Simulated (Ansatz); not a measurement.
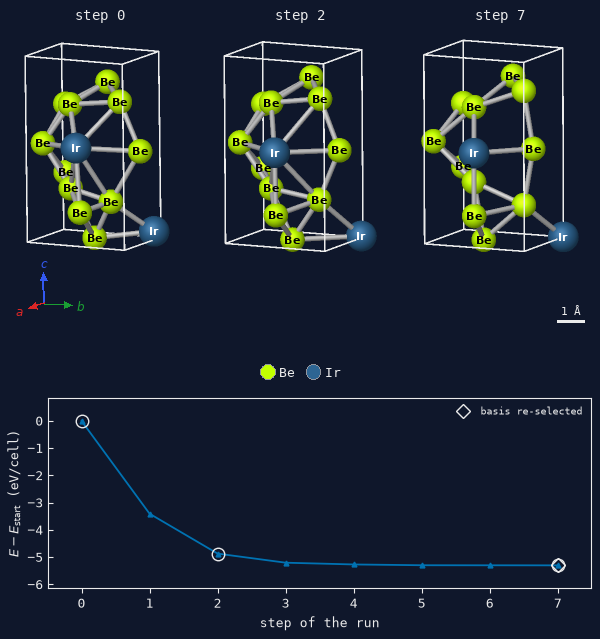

Frames of a relaxation of crystalline Be5Ir (a generated structure, set up in P1) (coarse preliminary run), marked on the history of the run. The picture is a ball-and-stick view of the cell of the calculation, seen slightly off an axis.

Method: DFT PBE, scalar-relativistic, plane waves, PAW in Ansatz 0.2.0. Set-up: plane-wave cutoff 420 eV; k-point mesh 6 × 6 × 4; occupations gaussian; smearing width 0.2 eV; no spin polarisation; cell and atoms relaxed; force threshold 0.025 eV/Å; at most 60 steps.

> Describe the path.

After 6 accepted moves (7 points after the start) the energy has fallen by 5.303 eV per cell of the calculation. The largest force component goes from 6.9 to 0.0061 eV/Å. The pressure goes from 24.70 to −0.04 GPa. At 1 point the geometry stayed and the basis and grid were re-selected for the new cell (energy shift of 2.0 meV per cell of the calculation at most each time). The largest move relative to the cell is that of a Be atom, 0.50 Å roughly along [−1 3 0]. Largest moves by element: Be 0.50 Å, Ir 0.46 Å. The volume changes by +6.0 %, with a 3.432 → 3.528 Å (+2.8 %), b 4.123 → 4.189 Å (+1.6 %), c 7.204 → 7.303 Å (+1.4 %), α 90.2° → 90.0°, β 88.3° → 90.0°, γ 87.6° → 90.0°. Near-neighbour distances that change, for instance: Be–Ir 2.283 → 3.075 Å, Be–Ir 2.460 → 3.110 Å, Be–Ir 3.064 → 2.428 Å, Be–Ir 2.442 → 3.076 Å. Bonds break, among them: Be–Ir (2.28 → 3.08 Å). Within 0.06 Å the space group is P1 at the start and P-62m at the end; at a tighter tolerance small leftover displacements or strains of the cell lower it. The run took 3.5 min on 1 thread of Intel(R) Xeon(R) CPU @ 2.80GHz (Skylake/Cascade Lake) (shared host), peak memory 0.59 GiB. From step 0 to 2: an Ir atom moves most (0.36 Å), volume +2.8 %, energy −4.872 eV per cell of the calculation. From step 2 to 7: a Be atom moves most (0.33 Å), volume +3.2 %, energy −0.430 eV per cell of the calculation.

```tsv
step	E − E(0), meV/atom	largest force component, eV/Å	pressure, GPa	volume, Å³/atom	note
0	0.00	6.9057	24.70	8.482	
1	-283.97	3.4422	11.55	8.584	
2	-406.02	0.8835	2.91	8.716	
3	-433.78	0.2233	2.08	8.793	
4	-439.16	0.1547	1.53	8.983	
5	-441.56	0.0424	0.49	8.981	
6	-441.72	0.0061	-0.06	8.992	
7	-441.89	0.0061	-0.04	8.992	same geometry, new basis
```
